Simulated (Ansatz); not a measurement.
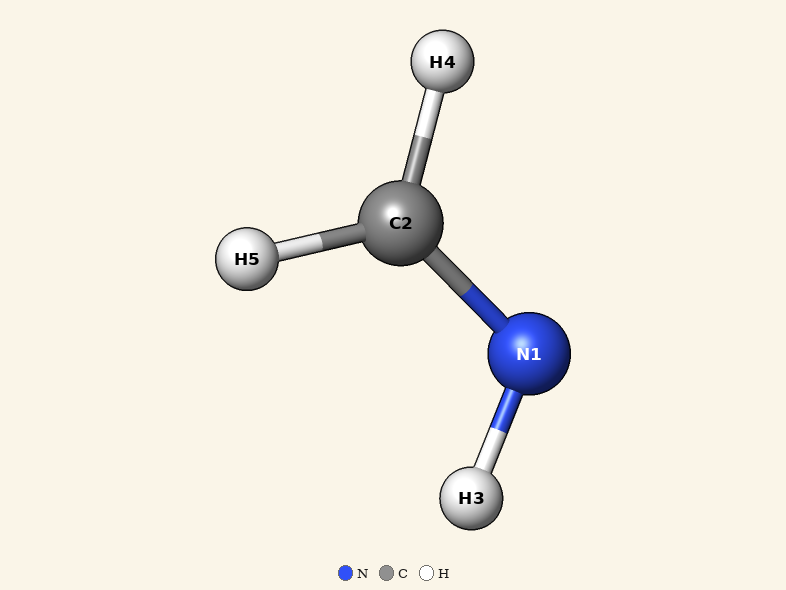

Computed geometry: PBE0-D4/def2-TZVP optimisation.

Q: How are the neighbours of atom 2 arranged?

A: C2 has 3 neighbours (N1 at 1.26, H4 at 1.09, H5 at 1.10 Å); the arrangement is trigonal planar.

Q: What is the geometry at N1?

A: N1 has 2 neighbours (C2 at 1.26, H3 at 1.02 Å); the arrangement is bent.
